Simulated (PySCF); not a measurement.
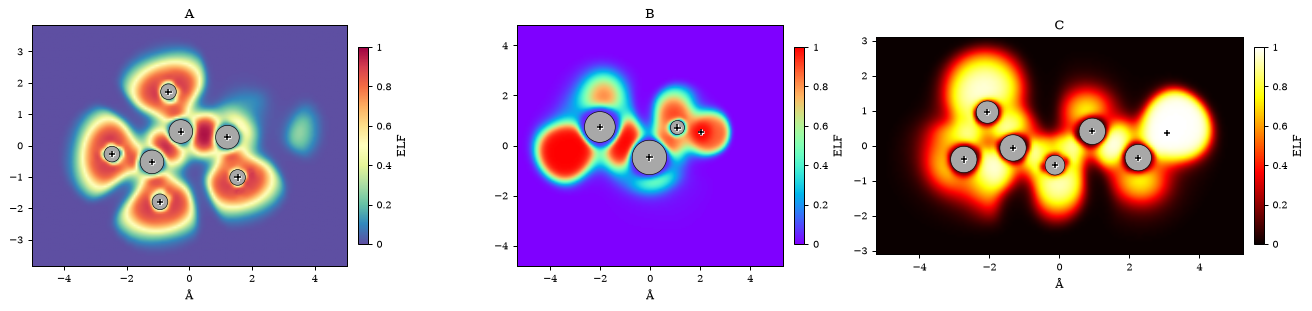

The ELF of 3 systems, each on a plane through atoms (crosses mark nuclei in the plane; grey discs cover the cores).

Method: PBE0/pcSseg-1, SCF density, gas phase, non-relativistic (PySCF 2.14.0).

System 1: C₄F₈, the plane of atoms C2, C4 and C6. Geometry: PBE0-D3(BJ)/def2-SVP.

```csv
atom,x (Å),y (Å),z (Å)
F,-3.1138,-0.0530,-0.3371
C,-1.9557,0.3527,0.0938
F,-1.9842,1.5866,0.4979
C,-0.8776,-0.4364,0.1057
F,-0.9771,-1.6798,-0.3513
C,0.4944,-0.0677,0.5832
F,0.9290,-0.9990,1.4494
F,0.4806,1.1237,1.1958
C,1.5353,0.0136,-0.5578
F,2.7157,0.3639,-0.0742
F,1.6486,-1.1569,-1.1668
F,1.1452,0.9220,-1.4443
```

System 2: C₄H₇NO, the plane of atoms C2, O3 and C4. Geometry: GFN2-xTB.

```yaml
atoms:
  - { symbol: C, position_ang: [-2.0937, 0.8441, 0.2928] }
  - { symbol: C, position_ang: [-1.0319, -0.1118, -0.2164] }
  - { symbol: O, position_ang: [0.2357, 0.3028, 0.3241] }
  - { symbol: C, position_ang: [1.2624, -0.3741, -0.0810] }
  - { symbol: N, position_ang: [1.7096, -1.3090, -0.7960] }
  - { symbol: C, position_ang: [2.6971, -0.5131, 0.0264] }
  - { symbol: H, position_ang: [-3.0642, 0.5509, -0.0964] }
  - { symbol: H, position_ang: [-2.1251, 0.8252, 1.3790] }
  - { symbol: H, position_ang: [-1.8720, 1.8577, -0.0303] }
  - { symbol: H, position_ang: [-1.2322, -1.1395, 0.1060] }
  - { symbol: H, position_ang: [-0.9716, -0.0974, -1.3100] }
  - { symbol: H, position_ang: [3.3500, 0.1680, -0.5042] }
  - { symbol: H, position_ang: [3.1315, -1.0033, 0.8882] }
```

System 3: CH₉OPSi₂, the plane of atoms O3, Si2 and Si4. Geometry: GFN2-xTB.

```xyz
14

C    -1.6462    0.0445   -0.9483
Si   -0.2104   -0.1389    0.3059
O    -0.7520    0.1556    1.8242
Si    1.4765    1.4476    0.0990
P     0.3180   -2.3443    0.2112
H    -2.1502    0.9991   -0.8262
H    -2.3884   -0.7413   -0.8228
H    -1.2876   -0.0100   -1.9718
H    -1.4097   -0.3921    2.2478
H     0.9437    2.7831   -0.1856
H     2.3069    1.5570    1.3013
H     2.3876    1.1144   -1.0041
H     0.8542   -2.2795   -1.0595
H     1.5569   -2.1955    0.8068
```

Question: Match each panel to its system.

Answer: Panel A is system 1, C₄F₈: the plane holds F and C. C–F (1.30 Å): the ELF peaks at about 0.85 between the atoms, as expected for a shared but strongly polarised pair. Panel B is system 3, CH₉OPSi₂: the plane holds Si, O and H. Si–O (1.64 Å): the ELF peaks at about 0.85 between the atoms, as expected for a shared but strongly polarised pair. Panel C is system 2, C₄H₇NO: the plane holds C, O, N and H. C–N (1.26 Å): the ELF peaks at about 0.85 between the atoms (a multiple bond).
